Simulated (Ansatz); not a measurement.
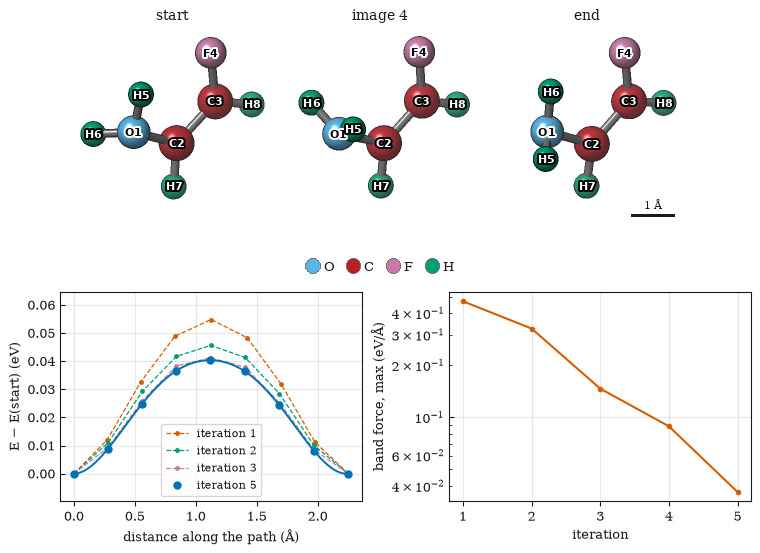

A search for the minimum-energy path of C2H4FO (charge +1) by the nudged elastic band. Images are numbered from 0 (start) to 8 (end). The plot follows the band through its iterations. Style: ball-and-stick. Shown at a tilt.

Computed with RKS PBE/def2-SVP in Ansatz. Settings: 7 movable images; climbing image; force threshold 0.05 eV/Å; iteration limit 60; starting path by image-dependent pair potential.

Q: Did the band converge, and can the barrier be trusted?

A: The result is final at these settings. The band converged in 5 iterations. The largest component of the band force went from 0.47 to 0.037 eV/Å. The climbing image converged on the top of the path. Its vibrational analysis gives one imaginary mode (143i cm⁻¹), as a transition state must have. The first iteration put the highest image at 0.055 eV. The two ends have the same energy, and the highest point, image 4, lies 0.040 eV above the start.

The run took about 30 core-seconds on a shared host.
